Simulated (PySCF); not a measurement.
System: C$_{7}$H$_{10}$O$_{2}$Si.

The calculation's input:

```
{"job": {"kind": "nmr", "xc": "PBE0", "basis": "pcSseg-1"}, "charge": 0, "multiplicity": 1}
O     -4.660073     0.032985    -0.328030
C     -3.668225     0.708007    -0.484124
C     -2.307184     0.246953    -0.336176
C     -1.172368     0.973689    -0.506911
C     -0.023512     0.141622    -0.262142
C      1.387852     0.627731    -0.362744
O      2.282809    -0.373513     0.006494
Si     3.876521    -0.277553     0.281420
C     -0.445267    -1.099422     0.059937
C     -1.929399    -1.150781     0.045086
H     -3.746534     1.778262    -0.763313
H     -1.116300     2.012453    -0.781196
H      1.591844     0.945011    -1.396836
H      1.516788     1.510195     0.280834
H      4.165479     0.691155     1.343808
H      4.119578    -1.658058     0.658283
H      4.602477     0.147473    -0.919834
H      0.180564    -1.938889     0.296962
H     -2.345827    -1.426354     1.016063
H     -2.314370    -1.880285    -0.670010
```

Run with:

```sh
OMP_NUM_THREADS=1 python probes_run.py task.json out
```

Geometry: GFN2-xTB.

Method: PySCF, PBE0/pcSseg-1, SCF density, gas phase, non-relativistic.

What will maps of the electron density and electron localisation function show?

C–O (1.21 Å): ρ is about 3.3 e/Å³ halfway; the ELF peaks at about 0.85 between the atoms: a short, multiple covalent bond.
C–C (1.35 Å): the density is about 2.2 e/Å³ at the midpoint; the ELF peaks at about 0.95 between the atoms: localised, covalent bonding.
C–H (1.07 Å): ρ is about 2.1 e/Å³ halfway; the ELF climbs to about 1 towards the hydrogen, as it does in any bond to H (a covalent bond by its length).
C–O (1.39 Å): ρ is about 2.1 e/Å³ halfway, with its minimum of 1.8 e/Å³ about 0.5 Å from C; the ELF peaks at about 0.90 between the atoms; a shared but strongly polarised pair.

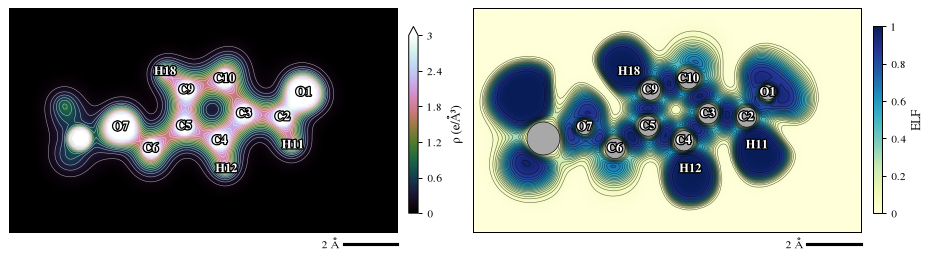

Computed electron density and electron localisation function on the plane of atoms C5, C4 and H12, in this order. Grey discs cover the atomic cores in the ELF map. 
